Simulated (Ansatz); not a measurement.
# Breaking a bond in [SnH3]− (SMILES [H][Sn-]([H])[H])

[SnH3]−: 4 atoms, total charge -1, spin state singlet. As SMILES, `[H][Sn-]([H])[H]`. The shape comes from GFN2-xTB, which is rough for such elements, and wasn't checked as a minimum.

```xyz
4

Sn   -0.0064    0.0057    0.7917
H     1.6378   -0.0336   -0.2516
H    -0.7869    1.4325   -0.2804
H    -0.8445   -1.4046   -0.2596
```

The Sn1–H4 distance is scanned; the parts on either side stay rigid. Basis STO-3G, 18 core orbitals frozen in the correlated methods; program Ansatz 0.2.0. FCI is exact within this basis and core. Energies in eV from each method's value at 1.949 Å; methods without a U are spin-restricted. The set has no diffuse functions, which an anion needs. The shape above is that at 1.949 Å.

| distance (Å) | PBE | r2SCAN0 | CCSD | CCSDTQ | FCI |
| --- | --- | --- | --- | --- | --- |
| 1.949 | 0.00 | 0.00 | 0.00 | 0.00 | 0.00 |
| 2.436 | 1.44 | 1.70 | 1.56 | 1.56 | 1.56 |
| 2.923 | 2.89 | 3.39 | 3.03 | 3.04 | 3.04 |
| 3.897 | 4.43 | 5.22 | 4.10 | 4.11 | 4.11 |
| 4.871 | 4.75 | 5.63 | 4.15 | 4.17 | 4.17 |

Departure from the FCI curve at its largest: PBE +0.58 eV at 4.87 Å; r2SCAN0 +1.46 eV at 4.87 Å; CCSD -0.02 eV at 4.87 Å; CCSDTQ within 0.005 eV. Restricted functionals keep the electrons paired too, and rise too high.

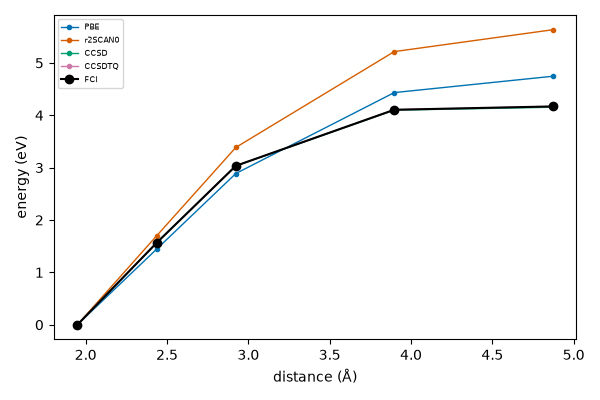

The curves of the table.
